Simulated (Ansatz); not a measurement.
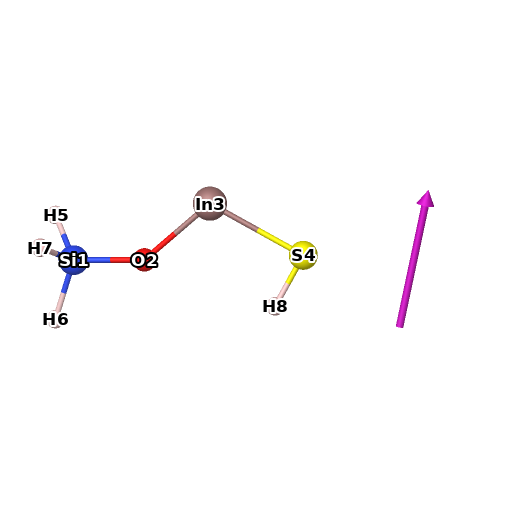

The arrow beside the molecule shows the direction of the dipole moment, from the negative to the positive end (its length means nothing). Charge 0, doublet. The computed structure is the end point of a PBE0-D4/def2-TZVP optimisation. No frequency run is at hand to confirm it as a minimum. Properties computed with UKS ωB97M-V/def2-TZVPP, core potentials on In (Ansatz 0.2.0).

Q: Estimate the dipole moment.

A: 1.78 D; it points from the side of H6 to the side of In3 (the outermost atoms at the two ends).
